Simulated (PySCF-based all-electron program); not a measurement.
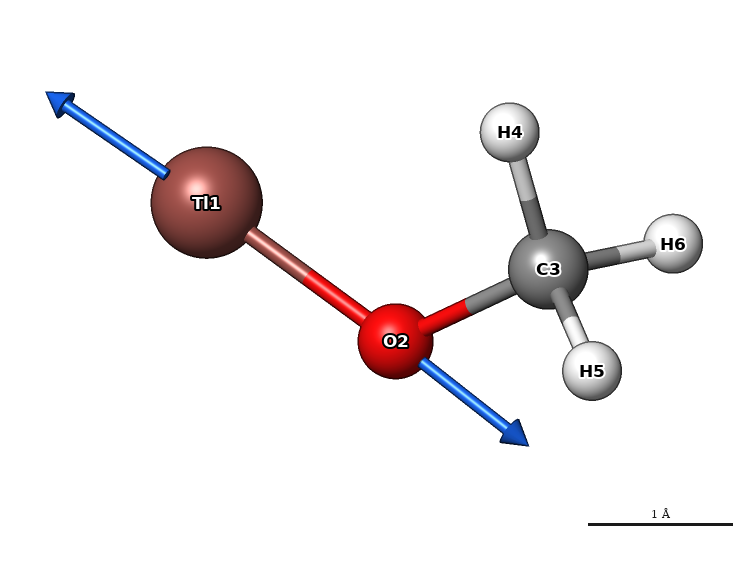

Arrows show the forces on the atoms, 0.06 Å of arrow for 1 eV/Å; forces under a tenth of the largest aren't drawn. Level of theory: PBE, all-electron, scalar-relativistic (Koelling-Harmon), large uncontracted Gaussian sets (PySCF-based all-electron program).

> Along which bond is the force strongest?

Tl1–O2, now 1.696 Å: the forces push its atoms apart, so a first step downhill lengthens it.

List the force components in the frame of the picture (x right, y up, z towards the viewer), in eV/Å.

```
atom      Fx     Fy     Fz
 Tl1  −14.18   9.76  −4.97
  O2   12.56  −9.88   4.01
  C3    1.27  −0.20   0.60
  H4    0.24   0.16   0.22
  H5    0.06   0.14   0.01
  H6    0.06   0.02   0.14
```
